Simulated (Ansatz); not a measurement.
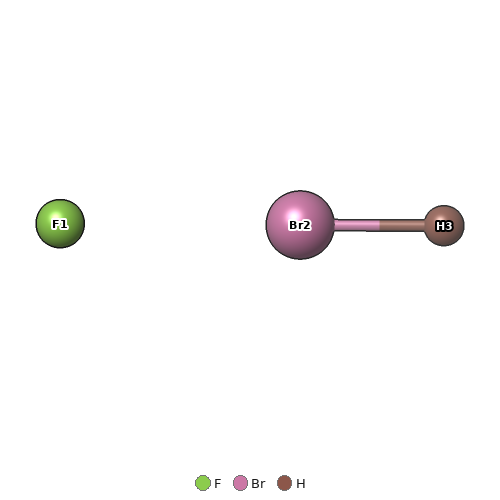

The system is the pair F···BrH, charge −1; the picture shows the reference structure. 
- The turn is about an axis along (1.00, −0.05, −0.00) in the frame of the relaxed pair, normal to the line between the partners.
- First axis: distance Br2···F1. Second axis: turn of F1 about Br2.
- The grid has 9 × 9 points.
- Points are written as (first, second).
- All energies are given in kJ/mol relative to the lowest grid point.
- Computed with RKS wB97M-V/def2-TZVPD (Ansatz).

Its coordinates:

```xyz
3

F     0.0151    0.3953   -2.0667
Br   -0.0024   -0.0615    0.3190
H    -0.0128   -0.3338    1.7476
```

Range: distance Br2···F1 from 2.040 to 4.640 Å; turn of F1 about Br2 from −90.0 to 90.0°.

Question: What landscape does the calculation give?

Answer: The lowest grid point is at (2.414 Å, 0.0°). It is the only kind of minimum in the scanned range. The highest grid point, (2.040 Å, −90.0°), lies 188 kJ/mol above the lowest. Round the minimum the two coordinates are nearly uncoupled.

| turn of F1 about Br2 ↓, distance Br2···F1 → | 2.040 | 2.182 | 2.414 | 2.699 | 3.026 | 3.387 | 3.779 | 4.197 | 4.640 |
| --- | --- | --- | --- | --- | --- | --- | --- | --- | --- |
| 90.0 | 188 | 133 | 82 | 56 | 48 | 48 | 50 | 52 | 53 |
| 67.5 | 180 | 125 | 77 | 54 | 48 | 49 | 51 | 53 | 54 |
| 45.0 | 119 | 79 | 47 | 36 | 37 | 42 | 47 | 50 | 52 |
| 22.5 | 57 | 30 | 14 | 15 | 24 | 33 | 41 | 46 | 49 |
| 0.0 | 32 | 10 | 0 | 6 | 18 | 29 | 38 | 44 | 48 |
| −22.5 | 57 | 30 | 14 | 15 | 23 | 33 | 41 | 46 | 49 |
| −45.0 | 119 | 79 | 47 | 36 | 37 | 42 | 47 | 50 | 52 |
| −67.5 | 179 | 125 | 77 | 54 | 48 | 49 | 51 | 53 | 54 |
| −90.0 | 188 | 133 | 82 | 56 | 48 | 48 | 50 | 52 | 53 |

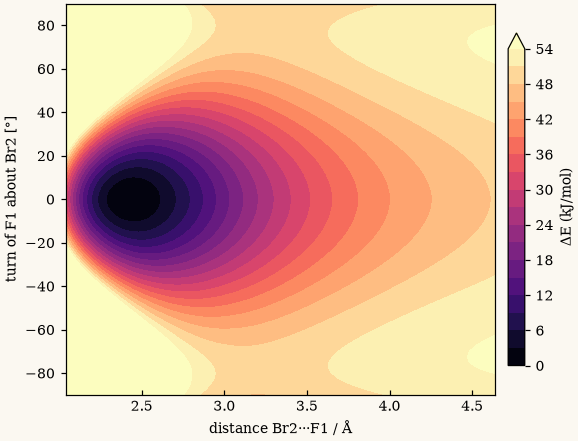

The picture shows filled contours, one colour for all values above the top of the scale. Between grid points the surface is interpolated.

Each point was launched as `ansatz run input.yaml --threads 1 --pin off --max-ram 2560MiB --backend cpu --events-out ev --progress --plain --runs-dir out`. The whole map (81 points run) took 8.9 min on 1 thread of Arm Neoverse V2 (shared host).
